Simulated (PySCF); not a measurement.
SMILES [SiH2](B)[SiH2]F (H₆BFSi₂) at its B3LYP/def2-SVP optimised geometry (Å):

```
10

B      1.5569     1.0451     0.0063
Si     1.2419    -0.9350     0.0000
Si    -1.1327    -0.9350     0.0000
F     -1.5743     0.6500     0.0000
H      1.6139     1.6555     1.0436
H      1.6164     1.6617    -1.0271
H      1.7201    -1.6617     1.2148
H      1.7207    -1.6542    -1.2190
H     -1.7207    -1.5645    -1.2163
H     -1.7199    -1.5643     1.2167
```

Computed with PySCF with B3LYP/def2-TZVP.

Map of the electrostatic potential (hartree/e), clipped to [-0.08, 0.12] on the plane z = 0.6 Å:

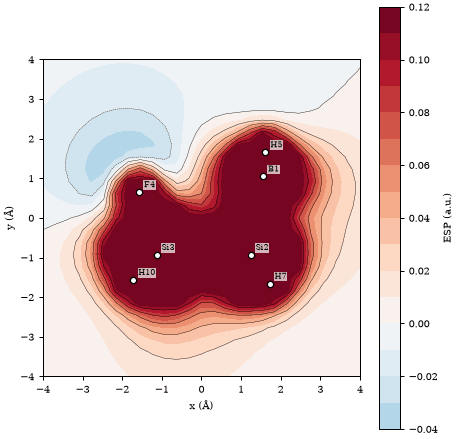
Fig. 1. Electrostatic potential (hartree/e), clipped to [-0.08, 0.12] on the plane z = 0.6 Å.
